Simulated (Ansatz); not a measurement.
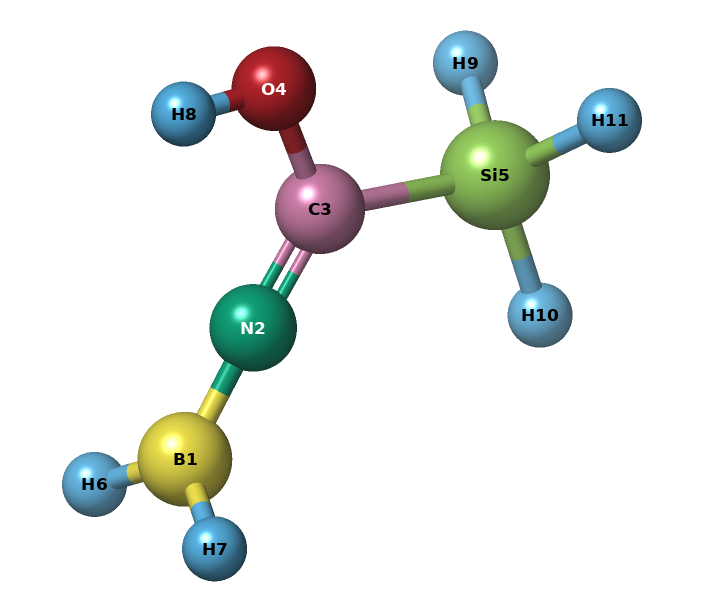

Atoms carry their numbers in the input. The geometry was computed by an optimisation with PBE-D4/def2-SVP. No frequency run is at hand to confirm it as a minimum.

Which atoms are bonded, and how long are the bonds?

| bond | length (Å) | order |
| --- | --- | --- |
| B1–N2 | 1.371 | single |
| B1–H6 | 1.221 | single |
| B1–H7 | 1.221 | single |
| N2–C3 | 1.262 | double |
| C3–O4 | 1.364 | single |
| C3–Si5 | 1.919 | single |
| O4–H8 | 0.983 | single |
| Si5–H9 | 1.502 | single |
| Si5–H10 | 1.498 | single |
| Si5–H11 | 1.502 | single |
